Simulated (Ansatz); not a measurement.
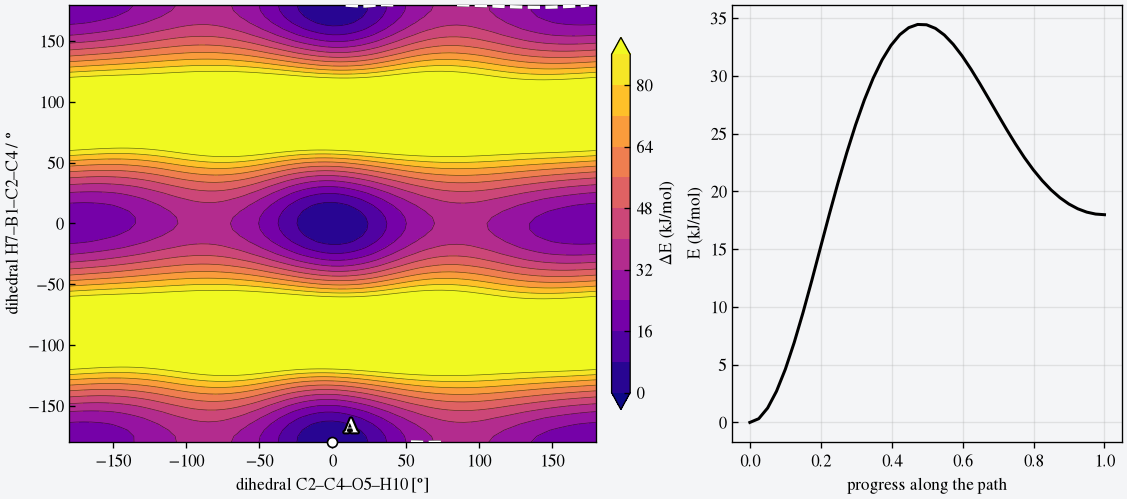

C2H4BFO2, SMILES BC(O)=C(O)F. Coordinates scanned: (1) dihedral C2–C4–O5–H10; (2) dihedral H7–B1–C2–C4. Nothing is relaxed (all other coordinates rigid). The grid has 18 × 18 points; 164 points were computed and 160 follow by symmetry. Points are written as (first, second). All energies are given in kJ/mol relative to the lowest grid point. The calculation used RKS r2SCAN0-D4/def2-SVP (Ansatz).

The picture shows filled contours, a line along the lowest path, one colour for all values above the top of the scale, the energy along the path at the right, the start A. Between grid points the surface is interpolated.

**Describe the path and its barrier.**

The easiest path leads from the well at (0°, −180°) to the well at (−180°, −180°), about 18 kJ/mol higher. Its highest point lies about 34 kJ/mol above the bottom of the first well on the interpolated surface, at about (85°, 180°). Seen from the upper well the barrier is about 16 kJ/mol. The start is the relaxed structure and all else is held, so a fully relaxed path at this level can only be lower.
